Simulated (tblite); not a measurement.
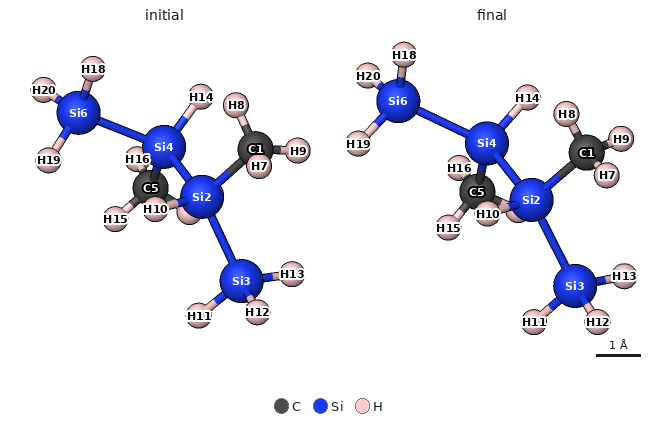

The structure of C$_{2}$H$_{14}$Si$_{4}$ before (left) and after (right) a relaxation, at one scale.

A ball-and-stick model, seen from a free direction.

Theory: tblite, GFN2-xTB geometry optimisation, gas phase. 

Describe what moved and what it gained.

Answer. The atom that moves furthest after the best rigid fit is an H atom (0.63 Å). Largest moves by element: H 0.63 Å, Si 0.36 Å, C 0.15 Å. Among the contacts that change: Si–Si 2.195 → 2.344 Å, Si–Si 2.225 → 2.325 Å, Si–Si 2.246 → 2.325 Å, C–Si 1.855 → 1.910 Å. Among the angles between lasting bonds that change: Si–Si–Si 107.1° → 117.9°, Si–Si–C 115.5° → 106.8°, Si–Si–H 108.3° → 115.3°. Groups turn about C–Si by about 20°. Over 106 geometry steps the energy falls by 63.5 kJ/mol. Cost: 1.1 s on 1 thread of Arm Neoverse V1 (shared host).
